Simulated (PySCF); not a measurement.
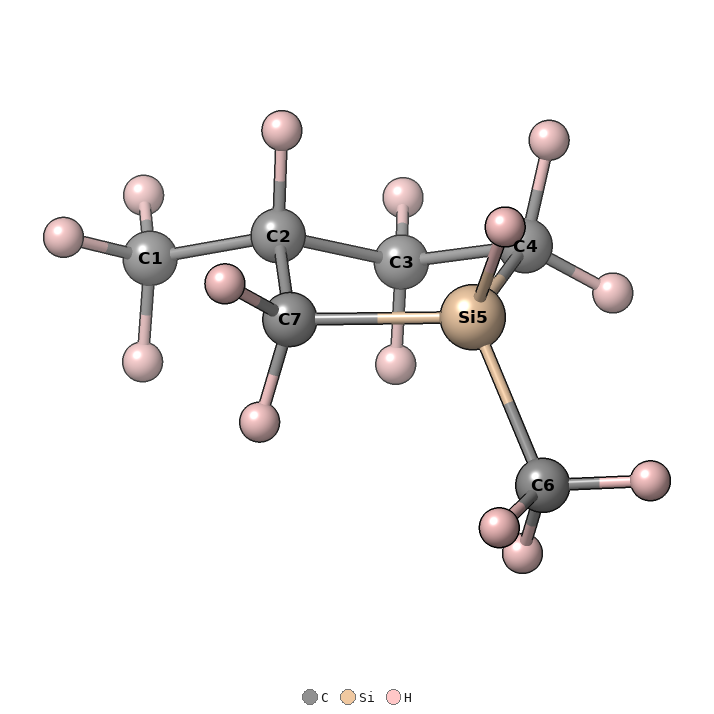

Distant atoms are faded towards the background colour. The computed structure is the end point of a PBE0-D3(BJ)/def2-SVP optimisation. No frequency run is at hand to confirm it as a minimum.

> How is the 5-membered ring C2–C3–C4–Si5–C7 puckered?

It is a twist (half-chair). The Cremer–Pople amplitude Q is 0.43 Å.

> Give the torsion angles round the ring, beginning with the bond from its second to its third atom.

38°, −14°, −13°, 36°, −50°.
